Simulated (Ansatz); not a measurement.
# CClFNSi radical: one molecule under many settings

Aim: run CClFNSi radical under a spread of inputs, and see what each costs and gives.

Program: Ansatz 0.2.0, Gaussian basis. Level of theory: the settings change from run to run. These are calculated values, not measurements.

## Step 1: The relaxed structure

The geometry comes from an earlier relaxation with PBE0-D4 in a triple-zeta def2 set; it is a stationary point.

SMILES `N#C[Si](F)Cl`, 5 atoms, charge 0, spin multiplicity 2.

Atoms are counted from 1 here; the program's logs count them from 0.

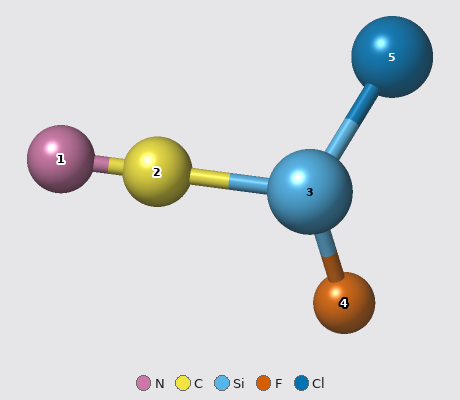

The geometry (colours as in the key); atoms are numbered from 1 in the order of the file.

## Step 2: r2SCAN50/cc-pVTZ-DK

This run has atoms shaken by 0.03 Å, density fitting with cc-pVTZ-jkfit, D4 dispersion, relativity set to scalar, the search for lower states set to light.

Contents of in.yaml:

```yaml
crystal:
  periodic: [false, false, false]
  atoms:
    - {symbol: N, position_ang: [1.378661, -1.093805, 1.512207]}
    - {symbol: C, position_ang: [0.655382, -0.613001, 0.633623]}
    - {symbol: Si, position_ang: [-0.165329, 0.071872, -0.800420]}
    - {symbol: F, position_ang: [-1.681343, -0.508586, -0.739392]}
    - {symbol: Cl, position_ang: [-0.270912, 2.119466, -0.661960]}
basis:
  gaussian: {orbitals: cc-pVTZ-DK, fitting: {mean_field: cc-pVTZ-jkfit}}
magnetization: {spin_polarized: true, initial_magnetization: 1}
hamiltonian: {xc: {name: r2SCAN50}, dispersion: d4, pseudopotentials: {relativity: scalar}}
scf: {lower_state_search: light}
output: {forces: true}
```

Run with:

```bash
ansatz run in.yaml --threads 4 --pin off --events-out ev --progress --plain --max-ram 10444MiB
```

The program printed, cut to the lines that bear on the results:

```text
Functional definition: r2SCAN50
  name "r2SCAN50"
  cite "Bursch, Neugebauer, Ehlert & Grimme, J. Chem. Phys. 156, 134105 (2022) doi:10.1063/5.0086040"
  cite "Furness, Kaplan, Ning, Perdew & Sun, J. Phys. Chem. Lett. 11, 8208 (2020) doi:10.1021/acs.jpclett.0c02405"
  cite "Furness, Kaplan, Ning, Perdew & Sun, J. Phys. Chem. Lett. 11, 9248 (2020) doi:10.1021/acs.jpclett.0c03077"
  parent r2scan
[...]
479 factors; integrals over basis functions are off by at most 8.4e-1 eV
[...]
mean field -25700.06007435 eV, -944.4597876060 hartree, gradient 4.5e-5 eV, S^2 0.769305; 2 other end points of the search recorded, 0 dependent functions left out
[...]
reference -25700.06007984 eV, -944.4597878076 hartree; 27, 26 occupied and 131, 132 virtual orbitals, 479 factors
Total energy: -25700.10499321 eV, -944.4614383435 hartree
Relativity: scalar
Atom 0 at     1.378661    -1.093805     1.512207 Å, force    -5.524247     3.615550    -6.725507 eV/Å
Atom 1 at     0.655382    -0.613001     0.633623 Å, force     6.085407    -3.888274     7.494661 eV/Å
Atom 2 at    -0.165329     0.071872    -0.800420 Å, force    -2.246764     0.472133    -0.526015 eV/Å
Atom 3 at    -1.681343    -0.508586    -0.739392 Å, force     1.562703     0.564334    -0.192207 eV/Å
Atom 4 at    -0.270912     2.119466    -0.661960 Å, force     0.122901    -0.763743    -0.050932 eV/Å
Dipole moment:    -0.025319     0.165222    -0.456647 e Å
```

It took 9 s on 4 threads of Arm Neoverse V1, shared host.

Largest force 10.408 eV/Å, dipole 2.34 D, ⟨S²⟩ 0.769.

## Step 3: B3LYP/def2-TZVPP

Set apart from the defaults: multiplicity 4, relativity set to scalar.

Contents of in.yaml:

```yaml
crystal:
  periodic: [false, false, false]
  atoms:
    - {symbol: N, position_ang: [1.372847, -1.083603, 1.488844]}
    - {symbol: C, position_ang: [0.720428, -0.610459, 0.664303]}
    - {symbol: Si, position_ang: [-0.169308, 0.069263, -0.795474]}
    - {symbol: F, position_ang: [-1.634323, -0.534374, -0.769390]}
    - {symbol: Cl, position_ang: [-0.239746, 2.085573, -0.629683]}
basis:
  gaussian: {orbitals: def2-TZVPP}
magnetization: {spin_polarized: true, initial_magnetization: 3}
hamiltonian: {xc: {name: B3LYP}, pseudopotentials: {relativity: scalar}}
output: {forces: true}
```

The command is unchanged.

The program printed, cut to the lines that bear on the results:

```text
Functional definition: B3LYP
  name "B3LYP"
  cite "Stephens, Devlin, Chabalowski & Frisch, J. Phys. Chem. 98, 11623 (1994) doi:10.1021/j100096a001"
  cite "Becke, Phys. Rev. A 38, 3098 (1988) doi:10.1103/PhysRevA.38.3098"
  cite "Lee, Yang & Parr, Phys. Rev. B 37, 785 (1988) doi:10.1103/PhysRevB.37.785"
  cite "Vosko, Wilk & Nusair, Can. J. Phys. 58, 1200 (1980) doi:10.1139/p80-159"
[...]
1095 factors; their error is unknown
[...]
mean field -25695.47452997 eV, -944.2912719584 hartree, gradient 3.6e-7 eV, S^2 3.756753; 6 other end points of the search recorded, 0 dependent functions left out
[...]
reference -25695.47476756 eV, -944.2912806895 hartree; 28, 25 occupied and 149, 152 virtual orbitals, 1095 factors
Total energy: -25695.47476756 eV, -944.2912806895 hartree
Relativity: scalar
Atom 0 at     1.372847    -1.083603     1.488844 Å, force     7.659365    -5.458066     9.751394 eV/Å
Atom 1 at     0.720428    -0.610459     0.664303 Å, force    -7.831241     5.655494   -10.446964 eV/Å
Atom 2 at    -0.169308     0.069263    -0.795474 Å, force     1.199727    -1.037008     0.895520 eV/Å
Atom 3 at    -1.634323    -0.534374    -0.769390 Å, force    -0.740083     0.140698    -0.172339 eV/Å
Atom 4 at    -0.239746     2.085573    -0.629683 Å, force    -0.287767     0.698882    -0.027610 eV/Å
Dipole moment:     0.024002     0.127578    -0.249145 e Å
```

Run time: 16 s. Hardware: 4 threads of Arm Neoverse V1, shared host; peak memory 0.74 GiB.

Largest force 14.229 eV/Å, dipole 1.35 D, ⟨S²⟩ 3.757.

## Step 4: rPW86-PBE/6-31G

This run has D3(BJ) dispersion.

Edit in.yaml of step 3 so:

```diff
@@ -9,5 +9,4 @@
 basis:
-  gaussian: {orbitals: def2-TZVPP}
-magnetization: {spin_polarized: true, initial_magnetization: 3}
-hamiltonian: {xc: {name: B3LYP}, pseudopotentials: {relativity: scalar}}
-output: {forces: true}
+  gaussian: {orbitals: 6-31G}
+magnetization: {spin_polarized: true, initial_magnetization: 1}
+hamiltonian: {xc: {name: rPW86-PBE}, dispersion: d3bj}
```

The command is unchanged.

The program printed:

```text
Functional definition: rPW86-PBE
  name "rPW86-PBE"
  cite "Murray, Lee & Langreth, J. Chem. Theory Comput. 5, 2754 (2009) doi:10.1021/ct900365q"
  cite "Perdew, Burke & Ernzerhof, Phys. Rev. Lett. 77, 3865 (1996) doi:10.1103/PhysRevLett.77.3865"
  parent pbe
  exchange = rpw86_x
  correlation = pbe_c
614 factors; integrals over basis functions are off by at most 1.5e-4 eV
mean field evaluation 1: about -25661.0174 eV, gradient 3.9e1 eV
mean field evaluation 2: about -25596.6384 eV, gradient 1.0e2 eV
mean field evaluation 4: about -25668.1193 eV, gradient 7.5e0 eV
mean field evaluation 8: about -25668.3744 eV, gradient 3.2e-1 eV
mean field evaluation 16: about -25668.3749 eV, gradient 9.8e-5 eV
mean field -25668.37491359 eV, -943.2953794252 hartree, gradient 2.0e-5 eV, S^2 0.750994; 0 other end points of the search recorded, 0 dependent functions left out
reference -25668.37499836 eV, -943.2953825402 hartree; 27, 26 occupied and 26, 27 virtual orbitals, 614 factors
Total energy: -25668.51017828 eV, -943.3003503106 hartree
```

Wall time 1.7 s (4 threads of Arm Neoverse V1, shared host).

⟨S²⟩ 0.751.

## Step 5: wB97X-V/STO-3G

This run has charge -1, multiplicity 1.

Edit in.yaml of step 4 so:

```diff
@@ -9,4 +9,5 @@
 basis:
-  gaussian: {orbitals: 6-31G}
-magnetization: {spin_polarized: true, initial_magnetization: 1}
-hamiltonian: {xc: {name: rPW86-PBE}, dispersion: d3bj}
+  gaussian: {orbitals: STO-3G}
+total_charge: -1
+hamiltonian: {xc: {name: wB97X-V}}
+output: {forces: true}
```

Same command.

The program printed, cut to the lines that bear on the results:

```text
Functional definition: wB97X-V
  name "wB97X-V"
  cite "Mardirossian & Head-Gordon, Phys. Chem. Chem. Phys. 16, 9904 (2014) doi:10.1039/C3CP54374A"
  cite "Becke, J. Chem. Phys. 107, 8554 (1997) doi:10.1063/1.475007"
  cite "Vydrov & Van Voorhis, J. Chem. Phys. 133, 244103 (2010) doi:10.1063/1.3521275"
[...]
      + integral(e_c_pw_opposite_spin*poly(b97_u_opposite, cos0, cos1)) + vv10(b, c)
399 factors; integrals over basis functions are off by at most 2.2e-5 eV
132 factors; integrals over basis functions are off by at most 5.1e-7 eV
[...]
mean field -25338.91314086 eV, -931.1878825943 hartree, gradient 7.6e-5 eV, S^2 0.000000; 0 other end points of the search recorded, 0 dependent functions left out
[...]
reference -25338.91314012 eV, -931.1878825672 hartree; 27, 27 occupied and 6, 6 virtual orbitals, 399 factors
Total energy: -25338.91314012 eV, -931.1878825672 hartree
Atom 0 at     1.372847    -1.083603     1.488844 Å, force     3.642975    -2.596765     3.720956 eV/Å
Atom 1 at     0.720428    -0.610459     0.664303 Å, force    -4.242495     2.908326    -1.505731 eV/Å
Atom 2 at    -0.169308     0.069263    -0.795474 Å, force     5.096865    -3.970971    -5.463507 eV/Å
Atom 3 at    -1.634323    -0.534374    -0.769390 Å, force    -3.618065    -0.551930     1.635832 eV/Å
Atom 4 at    -0.239746     2.085573    -0.629683 Å, force    -0.879280     4.211340     1.612450 eV/Å
Dipole moment:    -0.471026     0.061725    -0.173415 e Å
```

It took 1.5 s on 4 threads of Arm Neoverse V1, shared host.

Largest force 8.461 eV/Å.

## Step 6: B2GP-PLYP/STO-3G

Set apart from the defaults: atoms shaken by 0.03 Å, high accuracy.

Contents of in.yaml:

```yaml
crystal:
  periodic: [false, false, false]
  atoms:
    - {symbol: N, position_ang: [1.339903, -1.085307, 1.421278]}
    - {symbol: C, position_ang: [0.725155, -0.585795, 0.653615]}
    - {symbol: Si, position_ang: [-0.200424, 0.021878, -0.791645]}
    - {symbol: F, position_ang: [-1.682556, -0.499077, -0.722870]}
    - {symbol: Cl, position_ang: [-0.224579, 2.096394, -0.615618]}
basis:
  gaussian: {orbitals: STO-3G}
magnetization: {spin_polarized: true, initial_magnetization: 1}
hamiltonian: {xc: {name: B2GP-PLYP}}
accuracy: high
output: {forces: true}
```

The command is unchanged.

The program printed, cut to the lines that bear on the results:

```text
Functional definition: B2GP-PLYP
  name "B2GP-PLYP"
  cite "Karton, Tarnopolsky, Lamère, Schatz & Martin, J. Phys. Chem. A 112, 12868 (2008) doi:10.1021/jp801805p"
  cite "Becke, Phys. Rev. A 38, 3098 (1988) doi:10.1103/PhysRevA.38.3098"
  cite "Lee, Yang & Parr, Phys. Rev. B 37, 785 (1988) doi:10.1103/PhysRevB.37.785"
[...]
639 factors; integrals over basis functions are off by at most 2.4e-8 eV
[...]
mean field -25323.32651206 eV, -930.6150845509 hartree, gradient 4.3e-8 eV, S^2 0.753941; 0 other end points of the search recorded, 0 dependent functions left out
13 core orbitals not correlated: weight in the atoms' cores, before any rotation towards them, 1.000 or more for the frozen orbitals, at most 0.000 for the correlated occupied ones
reference -25323.32652501 eV, -930.6150850269 hartree; 14, 13 occupied and 6, 7 virtual orbitals, 639 factors
second order -6.16485410 eV of doubles, -0.00000000 eV of singles
[...]
Total energy: -25325.54587249 eV, -930.6966445424 hartree
Atom 0 at     1.339903    -1.085307     1.421278 Å, force     8.917810    -7.071754    11.262128 eV/Å
Atom 1 at     0.725155    -0.585795     0.653615 Å, force    -8.723806     6.662005   -10.779806 eV/Å
Atom 2 at    -0.200424     0.021878    -0.791645 Å, force     1.779683     0.426904    -0.792522 eV/Å
Atom 3 at    -1.682556    -0.499077    -0.722870 Å, force    -1.898447    -0.676732     0.260535 eV/Å
Atom 4 at    -0.224579     2.096394    -0.615618 Å, force    -0.075241     0.659576     0.049666 eV/Å
Dipole moment:    -0.230799    -0.301036    -0.563609 e Å
```

Wall time 3.9 s (4 threads of Arm Neoverse V1, shared host).

Largest force 16.012 eV/Å, dipole 3.26 D, ⟨S²⟩ 0.754.

## Step 7: CAM-B3LYP/ANO-RCC-VTZP

Options: coordinates scaled by 1.05, D3(BJ) dispersion.

Contents of in.yaml:

```yaml
crystal:
  periodic: [false, false, false]
  atoms:
    - {symbol: N, position_ang: [1.441490, -1.137784, 1.563286]}
    - {symbol: C, position_ang: [0.756449, -0.640982, 0.697518]}
    - {symbol: Si, position_ang: [-0.177773, 0.072727, -0.835248]}
    - {symbol: F, position_ang: [-1.716039, -0.561093, -0.807860]}
    - {symbol: Cl, position_ang: [-0.251733, 2.189852, -0.661167]}
basis:
  gaussian: {orbitals: ANO-RCC-VTZP}
magnetization: {spin_polarized: true, initial_magnetization: 1}
hamiltonian: {xc: {name: CAM-B3LYP}, dispersion: d3bj}
output: {forces: true}
```

Same command.

The program printed, cut to the lines that bear on the results:

```text
Functional definition: CAM-B3LYP
  name "CAM-B3LYP"
  cite "Yanai, Tew & Handy, Chem. Phys. Lett. 393, 51 (2004) doi:10.1016/j.cplett.2004.06.011"
  cite "Iikura, Tsuneda, Yanai & Hirao, J. Chem. Phys. 115, 3540 (2001) doi:10.1063/1.1383587"
  cite "Becke, Phys. Rev. A 38, 3098 (1988) doi:10.1103/PhysRevA.38.3098"
  cite "Lee, Yang & Parr, Phys. Rev. B 37, 785 (1988) doi:10.1103/PhysRevB.37.785"
  cite "Vosko, Wilk & Nusair, Can. J. Phys. 58, 1200 (1980) doi:10.1139/p80-159"
[...]
  # Exact exchange under (alpha + beta erf(omega r))/r, Becke's under what is left of 1/r.
[...]
1338 factors; their error is unknown
297 factors; integrals over basis functions are off by at most 1.5e-5 eV
[...]
mean field -25705.87987476 eV, -944.6736613262 hartree, gradient 6.8e-5 eV, S^2 0.753238; 0 other end points of the search recorded, 0 dependent functions left out
[...]
reference -25705.88001074 eV, -944.6736663233 hartree; 27, 26 occupied and 131, 132 virtual orbitals, 1338 factors
Total energy: -25705.99654433 eV, -944.6779488537 hartree
Relativity: scalar
Atom 0 at     1.441490    -1.137784     1.563286 Å, force    -3.713878     2.697904    -4.713395 eV/Å
Atom 1 at     0.756449    -0.640982     0.697518 Å, force     2.926030    -2.136521     3.589952 eV/Å
Atom 2 at    -0.177773     0.072727    -0.835248 Å, force    -1.270549     0.137175     1.139220 eV/Å
Atom 3 at    -1.716039    -0.561093    -0.807860 Å, force     2.043099     0.873799     0.059467 eV/Å
Atom 4 at    -0.251733     2.189852    -0.661167 Å, force     0.015299    -1.572358    -0.075244 eV/Å
Dipole moment:    -0.067002     0.193760    -0.514799 e Å
```

It took 8.5 s on 4 threads of Arm Neoverse V1, shared host; peak memory 0.7 GiB.

Largest force 6.579 eV/Å, dipole 2.66 D, ⟨S²⟩ 0.753.

## Step 8: HSE06/pcseg-2

Options: multiplicity 4, restricted open-shell orbitals, atoms shaken by 0.03 Å, D3(BJ) with three-body dispersion.

Contents of in.yaml:

```yaml
crystal:
  periodic: [false, false, false]
  atoms:
    - {symbol: N, position_ang: [1.361136, -1.091920, 1.470614]}
    - {symbol: C, position_ang: [0.762963, -0.618331, 0.631308]}
    - {symbol: Si, position_ang: [-0.194745, 0.073535, -0.761631]}
    - {symbol: F, position_ang: [-1.585286, -0.513287, -0.761367]}
    - {symbol: Cl, position_ang: [-0.233780, 2.049079, -0.611290]}
basis:
  gaussian: {orbitals: pcseg-2}
magnetization: {spin_polarized: false, initial_magnetization: 3}
hamiltonian: {xc: {name: HSE06}, dispersion: d3bjatm}
output: {forces: true}
```

Launched as before.

The program printed, cut to the lines that bear on the results:

```text
Functional definition: HSE06
  name "HSE06"
  cite "Heyd, Scuseria & Ernzerhof, J. Chem. Phys. 118, 8207 (2003) doi:10.1063/1.1564060"
  cite "Krukau, Vydrov, Izmaylov & Scuseria, J. Chem. Phys. 125, 224106 (2006) doi:10.1063/1.2404663"
  cite "Heyd & Scuseria, J. Chem. Phys. 120, 7274 (2004) doi:10.1063/1.1668634"
  cite "Ernzerhof & Perdew, J. Chem. Phys. 109, 3313 (1998) doi:10.1063/1.476928"
  cite "Perdew, Burke & Ernzerhof, Phys. Rev. Lett. 77, 3865 (1996) doi:10.1103/PhysRevLett.77.3865"
  parent pbe
[...]
  # The whole range is PBE's own exchange, as in plane waves. The composition of these papers is wPBEh.
[...]
1035 factors; their error is unknown
65 factors; integrals over basis functions are off by at most 4.5e-7 eV
[...]
mean field -25628.41284544 eV, -941.8268005079 hartree, gradient 2.7e-6 eV, S^2 3.750000; 6 other end points of the search recorded, 0 dependent functions left out
[...]
reference -25628.41288675 eV, -941.8268020259 hartree; 28, 25 occupied and 130, 133 virtual orbitals, 1035 factors
Total energy: -25628.51391478 eV, -941.8305147376 hartree
Atom 0 at     1.361136    -1.091920     1.470614 Å, force     8.699235    -6.904166    12.096203 eV/Å
Atom 1 at     0.762963    -0.618331     0.631308 Å, force    -8.870988     7.233130   -12.490897 eV/Å
Atom 2 at    -0.194745     0.073535    -0.761631 Å, force     3.995858    -0.684969     0.386434 eV/Å
Atom 3 at    -1.585286    -0.513287    -0.761367 Å, force    -3.511287    -0.939849    -0.116036 eV/Å
Atom 4 at    -0.233780     2.049079    -0.611290 Å, force    -0.312818     1.295854     0.124296 eV/Å
Dipole moment:    -0.022083     0.111572    -0.227308 e Å
```

Run time: 12 s. Hardware: 4 threads of Arm Neoverse V1, shared host; peak memory 0.67 GiB.

Largest force 16.942 eV/Å, dipole 1.22 D.

## Step 9: PBE0/aug-pcseg-2

Options: a point charge of 0.50 e beside it, D4 dispersion.

Contents of in.yaml:

```yaml
crystal:
  periodic: [false, false, false]
  atoms:
    - {symbol: N, position_ang: [1.372847, -1.083603, 1.488844]}
    - {symbol: C, position_ang: [0.720428, -0.610459, 0.664303]}
    - {symbol: Si, position_ang: [-0.169308, 0.069263, -0.795474]}
    - {symbol: F, position_ang: [-1.634323, -0.534374, -0.769390]}
    - {symbol: Cl, position_ang: [-0.239746, 2.085573, -0.629683]}
basis:
  gaussian: {orbitals: aug-pcseg-2, point_charges: [{charge: 0.50, position_ang: [5.161, -0.636, 0.895]}]}
magnetization: {spin_polarized: true, initial_magnetization: 1}
hamiltonian: {xc: {name: PBE0}, dispersion: d4}
output: {forces: true}
```

The command is unchanged.

The program printed, cut to the lines that bear on the results:

```text
Functional definition: PBE0
  name "PBE0"
  cite "Adamo & Barone, J. Chem. Phys. 110, 6158 (1999) doi:10.1063/1.478522"
  cite "Perdew, Burke & Ernzerhof, Phys. Rev. Lett. 77, 3865 (1996) doi:10.1103/PhysRevLett.77.3865"
  parent pbe
[...]
1262 factors; their error is unknown
[...]
mean field -25635.57606857 eV, -942.0900441024 hartree, gradient 2.2e-5 eV, S^2 0.752311; 0 other end points of the search recorded, 0 dependent functions left out
[...]
reference -25635.57612144 eV, -942.0900460452 hartree; 27, 26 occupied and 211, 212 virtual orbitals, 1262 factors
Total energy: -25635.69765620 eV, -942.0945123652 hartree
Atom 0 at     1.372847    -1.083603     1.488844 Å, force     0.126676     0.049388    -0.084930 eV/Å
Atom 1 at     0.720428    -0.610459     0.664303 Å, force     0.046618    -0.067525     0.154940 eV/Å
Atom 2 at    -0.169308     0.069263    -0.795474 Å, force    -0.349908     0.094233    -0.111202 eV/Å
Atom 3 at    -1.634323    -0.534374    -0.769390 Å, force     0.198907     0.038421    -0.003547 eV/Å
Atom 4 at    -0.239746     2.085573    -0.629683 Å, force     0.041519    -0.089163    -0.002051 eV/Å
Dipole moment:    -0.262651     0.269692    -0.512076 e Å
```

Run time: 8.5 s. Hardware: 4 threads of Arm Neoverse V1, shared host; peak memory 0.8 GiB.

Largest force 0.379 eV/Å, dipole 3.05 D, ⟨S²⟩ 0.752.

## Step 10: r2SCANh/6-31++G**

This run has multiplicity 4, D3(BJ) dispersion.

Edit in.yaml of step 9 so:

```diff
@@ -9,5 +9,5 @@
 basis:
-  gaussian: {orbitals: aug-pcseg-2, point_charges: [{charge: 0.50, position_ang: [5.161, -0.636, 0.895]}]}
-magnetization: {spin_polarized: true, initial_magnetization: 1}
-hamiltonian: {xc: {name: PBE0}, dispersion: d4}
+  gaussian: {orbitals: "6-31++G**"}
+magnetization: {spin_polarized: true, initial_magnetization: 3}
+hamiltonian: {xc: {name: r2SCANh}, dispersion: d3bj}
 output: {forces: true}
```

The command is unchanged.

The program printed, cut to the lines that bear on the results:

```text
Warning: the engine holds no damping parameters fitted to this dispersion correction and functional, so the run takes those fitted to r2scanh beside the three-body term, which d3bj leaves out (hamiltonian.dispersion, under Limitations)
Functional definition: r2SCANh
  name "r2SCANh"
  cite "Bursch, Neugebauer, Ehlert & Grimme, J. Chem. Phys. 156, 134105 (2022) doi:10.1063/5.0086040"
  cite "Furness, Kaplan, Ning, Perdew & Sun, J. Phys. Chem. Lett. 11, 8208 (2020) doi:10.1021/acs.jpclett.0c02405"
  cite "Furness, Kaplan, Ning, Perdew & Sun, J. Phys. Chem. Lett. 11, 9248 (2020) doi:10.1021/acs.jpclett.0c03077"
  parent r2scan
[...]
878 factors; integrals over basis functions are off by at most 1.1e-3 eV
[...]
mean field -25634.31581532 eV, -942.0437306497 hartree, gradient 9.4e-7 eV, S^2 3.759720; 4 other end points of the search recorded, 0 dependent functions left out
[...]
reference -25634.31584642 eV, -942.0437317926 hartree; 28, 25 occupied and 75, 78 virtual orbitals, 878 factors
Total energy: -25634.35520197 eV, -942.0451780824 hartree
Atom 0 at     1.372847    -1.083603     1.488844 Å, force     8.553960    -6.079133    10.869935 eV/Å
Atom 1 at     0.720428    -0.610459     0.664303 Å, force    -8.738209     6.229461   -11.566166 eV/Å
Atom 2 at    -0.169308     0.069263    -0.795474 Å, force     1.781642    -0.775557     0.898740 eV/Å
Atom 3 at    -1.634323    -0.534374    -0.769390 Å, force    -1.271300    -0.046117    -0.150833 eV/Å
Atom 4 at    -0.239746     2.085573    -0.629683 Å, force    -0.326093     0.671345    -0.051676 eV/Å
Dipole moment:     0.040973     0.068748    -0.257319 e Å
```

Run time: 13 s. Hardware: 4 threads of Arm Neoverse V1, shared host.

Largest force 15.778 eV/Å, dipole 1.29 D, ⟨S²⟩ 3.760.

## Step 11: All runs side by side

```
                 level  charge  multiplicity               geometry  functions  energy (eV)   time
   r2SCAN50/cc-pVTZ-DK       0             2                 shaken        158   -25700.105    9 s
      B3LYP/def2-TZVPP       0             4                relaxed        177   -25695.475   16 s
       rPW86-PBE/6-31G       0             2                relaxed         53   -25668.510  1.7 s
        wB97X-V/STO-3G      -1             1                relaxed         33   -25338.913  1.5 s
      B2GP-PLYP/STO-3G       0             2                 shaken         33   -25325.546  3.9 s
CAM-B3LYP/ANO-RCC-VTZP       0             2                 scaled        158   -25705.997  8.5 s
         HSE06/pcseg-2       0             4                 shaken        158   -25628.514   12 s
      PBE0/aug-pcseg-2       0             2  relaxed, point charge        238   -25635.698  8.5 s
     r2SCANh/6-31++G**       0             4                relaxed        103   -25634.355   13 s
```

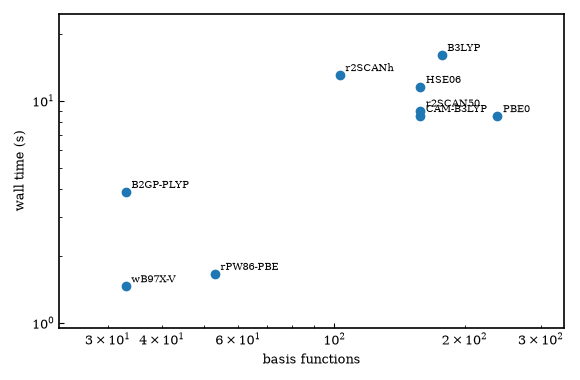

Wall time against the number of basis functions (shared host).

## Step 12: Summary of results

```
quantity                   value
    runs                       9
quickest   wB97X-V/STO-3G, 1.5 s
 slowest  B3LYP/def2-TZVPP, 16 s
```

The runs differ in state or geometry as well as level, so their energies can't be set against each other. B3LYP/def2-TZVPP took 11 times as long as wB97X-V/STO-3G. The jobs differ in tasks and options as well as level.
